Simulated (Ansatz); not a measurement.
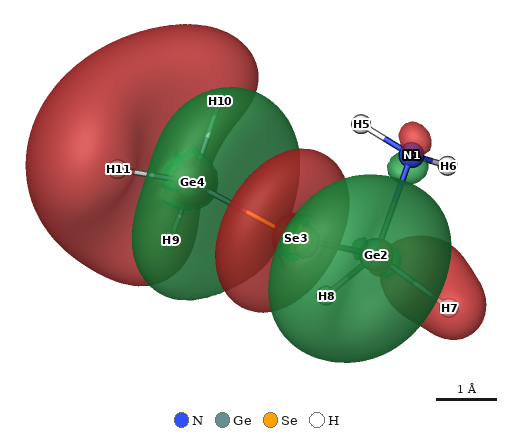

The picture shows: Ge$_{2}$H$_{7}$NSe (SMILES [NH2][GeH2][Se][GeH3]). One frontier orbital at ±0.05 Å⁻³ᐟ² (green and red are the two phases), seen at a tilt.

Not at a stationary point (largest force 0.6 eV/Å).

Method: SCF LDA, Gaussian basis (Ansatz).

Input

```
crystal:
  periodic: [false, false, false]
  atoms:
    - { symbol: "N", position_ang: [-1.2588, 1.5236, 0.4199] }
    - { symbol: Ge, position_ang: [-1.2698, 0.0304, -0.6964] }
    - { symbol: Se, position_ang: [0.7663, -0.095, -1.8762] }
    - { symbol: Ge, position_ang: [1.9096, -0.7114, 0.0895] }
    - { symbol: H, position_ang: [-0.5478, 1.34, 1.1622] }
    - { symbol: H, position_ang: [-2.1883, 1.5485, 0.8954] }
    - { symbol: H, position_ang: [-2.4375, 0.1575, -1.7074] }
    - { symbol: H, position_ang: [-1.4641, -1.252, 0.1525] }
    - { symbol: H, position_ang: [1.2158, -1.9414, 0.7287] }
    - { symbol: H, position_ang: [1.8983, 0.4705, 1.0919] }
    - { symbol: H, position_ang: [3.3763, -1.0706, -0.26] }
basis:
  gaussian:
    orbitals: def2-SVP
hamiltonian:
  xc: lda
output:
  orbitals: {}
  forces: true
```

Run with:

```sh
python ge2h7nse.py --basis def2-SVP
```

**Which orbital is it: HOMO or LUMO?**

The LUMO, at −1.27 eV. By Hirshfeld shares it lies mainly on Ge4 (about 40 %), Se3 (about 35 %) and Ge2 (about 5 %).
